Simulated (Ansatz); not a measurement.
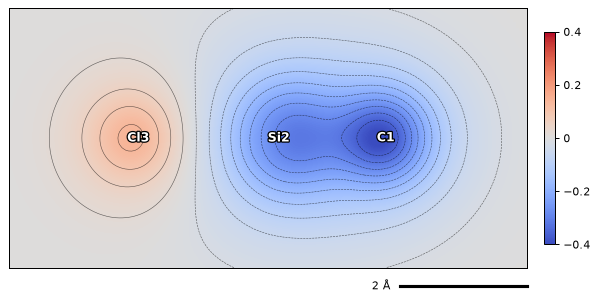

Figure 1: CClSi (charge −1). The HOMO on a plane 0.8 Å above a plane that holds the molecular axis (values in Å⁻³ᐟ²; the overall sign is arbitrary).

The highest occupied orbital lies above zero, a sign that basis and functional describe the outermost electron poorly.

Computed with Ansatz, UKS PBE-D4/def2-SVP.

Where does this orbital lie, and at what energy?

Answer. By Hirshfeld shares it lies mainly on C1 (about 50 %) and Si2 (about 45 %); π-bonding across C1–Si2. It is one of a degenerate set, so its orientation is arbitrary. Its energy is 0.70 eV.
